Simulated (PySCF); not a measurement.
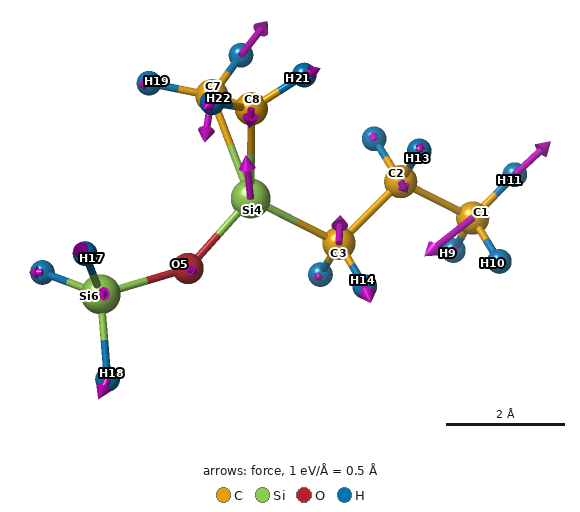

Starting geometry of C$_{5}$H$_{14}$OSi$_{2}$ with the computed forces as purple arrows. The picture is a ball-and-stick view, seen from a free direction.

The start comes from GFN2-xTB. Its atoms were then displaced at random by about 0.01 Å.

Method: PBE0-D3(BJ)/def2-SVP geometry optimisation, gas phase in PySCF 2.14.0, density-fitted response routines. 

**What follows when this structure is relaxed?**

It isn't relaxed: the largest force vector, on a C atom, is 2.33 eV/Å. The final displacements have little in common with the starting forces (cosine between the two patterns 0.17). Over 8 geometry steps the energy falls by 28.2 kJ/mol. The largest move after the best rigid fit is that of an H atom, 0.34 Å. By element the largest moves are H 0.34 Å, C 0.12 Å, O 0.10 Å, Si 0.08 Å. Among the contacts that change: C–H 1.054 → 1.101 Å, C–Si 1.885 → 1.841 Å, H–Si 1.453 → 1.495 Å, O–Si 1.634 → 1.661 Å. Among the angles between lasting bonds that change: Si–O–Si 149.0° → 142.1°, O–Si–H 103.3° → 108.1°, H–C–H 109.2° → 105.6°. The run took 5 min on 1 thread of Arm Neoverse N1, with other jobs on the host.
